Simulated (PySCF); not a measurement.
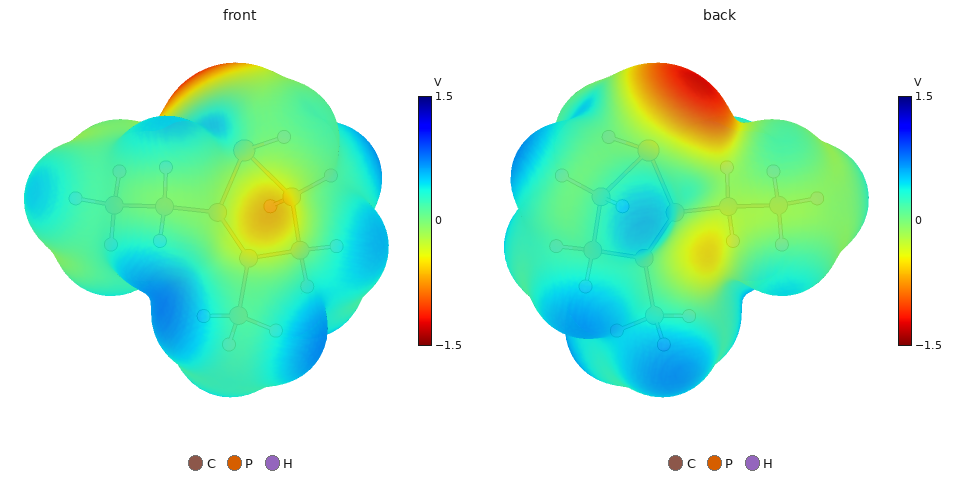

Figure. C7H13P (SMILES CCC1=C(C)CCP1). The electrostatic potential painted on the density surface at 0.002 e/bohr³, seen from the front and from behind; red is negative and blue positive.

Geometry: GFN2-xTB.

These are results of PBE0/pcSseg-1, SCF density, gas phase, non-relativistic (PySCF 2.14.0), not measurements.

```yaml
atoms:
  - { symbol: C, position_ang: [2.4682, -0.8147, -0.6571] }
  - { symbol: C, position_ang: [1.8145, -0.0639, 0.5013] }
  - { symbol: C, position_ang: [0.3253, -0.2002, 0.4301] }
  - { symbol: C, position_ang: [-0.5692, 0.6825, -0.0167] }
  - { symbol: C, position_ang: [-0.3029, 2.0628, -0.5225] }
  - { symbol: C, position_ang: [-2.0074, 0.2331, 0.0337] }
  - { symbol: C, position_ang: [-2.0119, -1.2933, 0.1134] }
  - { symbol: P, position_ang: [-0.4218, -1.8034, 0.9363] }
  - { symbol: H, position_ang: [2.1676, -0.3786, -1.6073] }
  - { symbol: H, position_ang: [2.1544, -1.8575, -0.6429] }
  - { symbol: H, position_ang: [3.5523, -0.7742, -0.5795] }
  - { symbol: H, position_ang: [2.1107, 0.9868, 0.4776] }
  - { symbol: H, position_ang: [2.1638, -0.4923, 1.4452] }
  - { symbol: H, position_ang: [-0.9257, 2.7813, 0.0103] }
  - { symbol: H, position_ang: [0.7388, 2.3452, -0.4028] }
  - { symbol: H, position_ang: [-0.5570, 2.1239, -1.5810] }
  - { symbol: H, position_ang: [-2.5652, 0.5879, -0.8357] }
  - { symbol: H, position_ang: [-2.4787, 0.6631, 0.9246] }
  - { symbol: H, position_ang: [-2.0045, -1.7257, -0.8922] }
  - { symbol: H, position_ang: [-2.8768, -1.6958, 0.6418] }
  - { symbol: H, position_ang: [-0.7833, -1.3499, 2.2229] }
```

Describe the electrostatic potential map.

The most negative region (about −1.2 V) lies over P8, the most positive (about +0.7 V) over H12, H14, H15 and H16.
